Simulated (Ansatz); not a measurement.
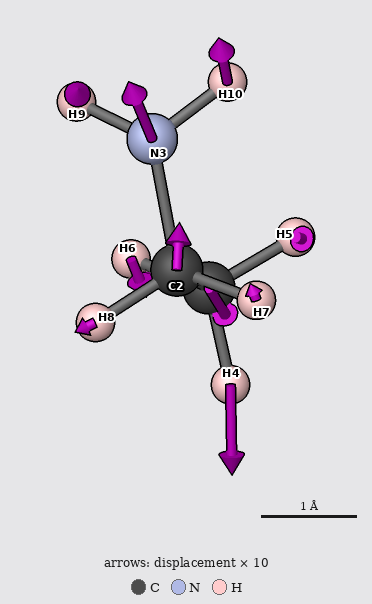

A relaxation of C₂H₇N (coarse preliminary run). The starting structure is drawn; purple arrows show the displacements, 10 times their true length. The two geometries are superimposed by the best rigid fit.

The picture is a ball-and-stick view, seen from a free direction.

The start comes from a force field.

Computed with RKS PBE-D4/def2-SVP in Ansatz. Set-up: force threshold 0.03 eV/Å; at most 200 steps.

What did the optimiser do to the structure, and how much energy did it gain?

Over 3 geometry steps the energy falls by 0.346 eV. The largest force component goes from 2.4 to 0.025 eV/Å. The largest move after the best rigid fit is that of an H atom, 0.10 Å. By element the largest moves are H 0.10 Å, N 0.09 Å, C 0.09 Å. Some distances before and after: C–C 1.454 → 1.534 Å, C–H 1.055 → 1.113 Å, C–N 1.429 → 1.461 Å, H–N 1.060 → 1.029 Å. Bond angles that change, for instance: C–C–N 110.2° → 116.3°, H–C–H 102.7° → 107.6°, C–C–H 115.2° → 111.1°. The run took of the order of 5 core-seconds on a shared host.
